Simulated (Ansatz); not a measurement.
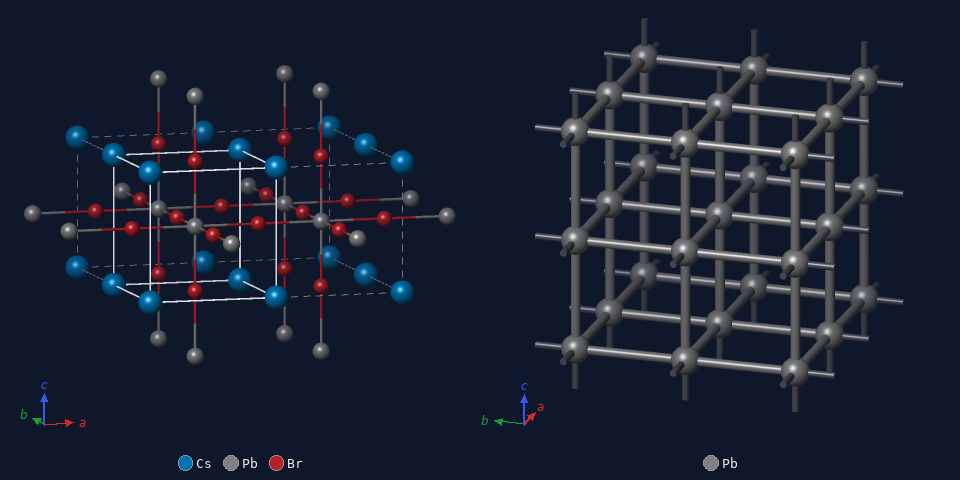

Left: the structure. Right: its underlying net. Nodes are coloured by element. Short stubs are edges that leave the cut-out.

System CsPbBr3 (space group Pm-3m, No. 221); source of the atomic positions: the end point of a relaxation with DFT, r2SCAN, plane waves, PAW (Ansatz 0.2.0).

Bonds are taken as Br–Pb below 3.3 Å; Cs is left out of the net, as the electropositive filling of the structure; no other contact counts. The graph is simplified in the usual way: terminal and isolated atoms are pruned, two-connected atoms become edges.

The result is a uninodal 6-connected, three-periodic net: Pb is a 6-connected node. Br becomes part of the edges. It is the pcu net, known from NaCl, ReO3 and the B-X framework of perovskite. It is a single net, without interpenetration.

```tsv
node	links	point symbol	coordination sequence
Pb	6	4¹²·6³	6 18 38 66 102
```
